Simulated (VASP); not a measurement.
Band structure of ZnO (wurtzite). Calculation: PW91 GGA, VASP's PBE PAW potentials (set 64) (plane waves; VASP 6.6.1).

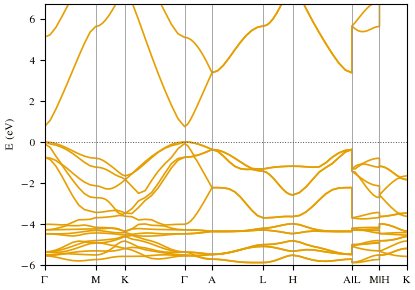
Bands along high-symmetry lines, zero at the valence-band maximum or, without a gap, the Fermi level

### Question
Read the plot: is there a gap, and where are the band edges?

### Answer
The gap is direct, 0.75 eV, from the valence maximum at Γ to the conduction minimum at Γ. (Edges off the drawn lines would not show.)

Measured: gap 3.60 eV (computed value off by -2.85 eV), as given by Wei Chen et al., Physical Review Materials (2018), doi:10.1103/physrevmaterials.2.073803 [zero-point renormalisation of 0.16 eV added back (the table's ZPR column)].

The compound is ZnO in the wurtzite structure. It was relaxed first.
